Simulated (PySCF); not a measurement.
Ir(F)6, SMILES [F][Ir]([F])([F])([F])([F])[F] (F6Ir), quartet at its PBE0/def2-SVP optimised geometry (Å):

```
7

Ir     0.0000     0.0000     0.0000
F     -0.0001     1.8396     0.0000
F      0.0000    -1.8396     0.0001
F     -0.0020     0.0009    -1.8397
F      1.8395     0.0000     0.0000
F     -1.8395    -0.0002    -0.0001
F      0.0021    -0.0010     1.8397
```

Level of theory: unrestricted PBE0/def2-TZVP, def2 effective core potentials past Kr (PySCF). The core electrons that the potentials of Ir replace are not part of the density.

Map of the Laplacian of the electron density (e/bohr⁵), clipped to [-1.50, 1.50] on the plane z = 0.6 Å:

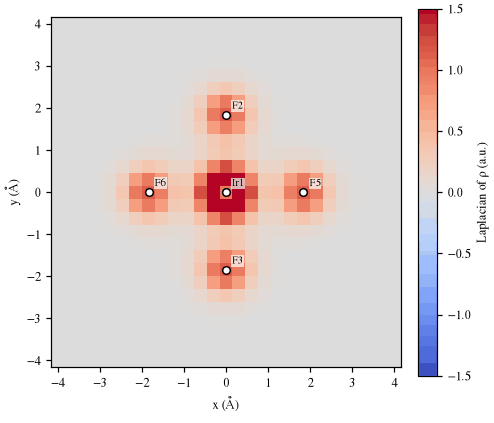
Laplacian of the electron density (e/bohr⁵), clipped to [-1.50, 1.50] on the plane z = 0.6 Å.
